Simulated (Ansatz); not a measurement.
One stationary structure of BeS. All values below come from PBEsol (plane waves to 420 eV, PAW, scalar-relativistic; Ansatz, a program for electronic structure).

F-43m (No. 216), cF8, zinc blende type; a = 4.838 Å, b = 4.838 Å, c = 4.838 Å, α = 90.00°, β = 90.00°, γ = 90.00°.

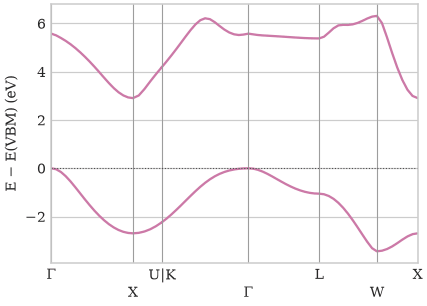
Figure. Highest filled and lowest empty band along the path of this cell's Brillouin zone

Read off the gap and say whether it is direct.

2.91 eV, indirect (valence top at Γ, conduction bottom at X) (no spin-orbit coupling).

How far does the top valence band disperse along this path?

About 3.4 eV.

No spin polarisation in the result.

The run could not lose the symmetry of its start.

All atoms sit on sites fixed by symmetry, so only the cell could relax.
